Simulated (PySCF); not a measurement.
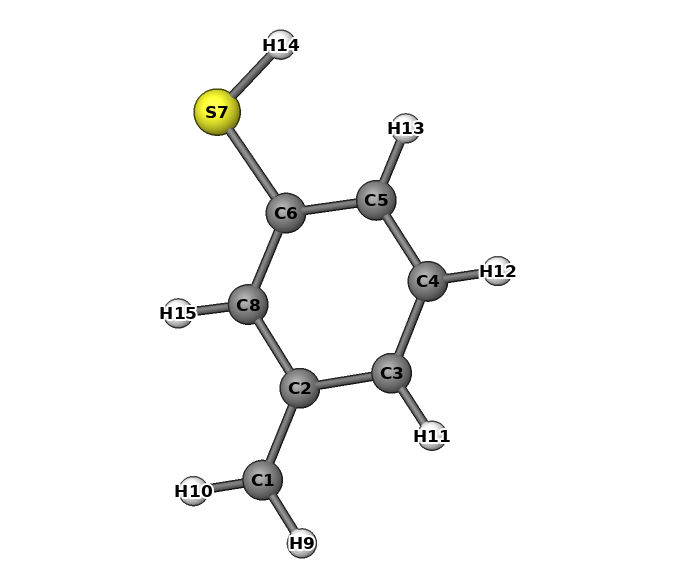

The questions are on Mulliken spin populations. The species is neutral and a spin doublet. The computed structure is the end point of a GFN2-xTB optimisation. No frequency run is at hand to confirm it as a minimum. Method: UKS B3LYP, pcH-1 on C H S, non-relativistic (PySCF 2.14.0).

Which atom carries the largest spin population?

Answer. C1 (0.76 e).

Which atom has the lowest spin population?

Answer. C2 (−0.20 e); a negative value comes from spin polarisation.

Give the Mulliken spin populations atom by atom.

```csv
atom,value (e)
C1,0.76
C2,−0.20
C3,0.26
C4,−0.14
C5,0.30
C6,−0.13
S7,−0.01
C8,0.26
H9,−0.03
H10,−0.03
H11,−0.01
H12,0.00
H13,−0.01
H14,0.00
H15,−0.01
```

Mulliken values depend strongly on the basis set.
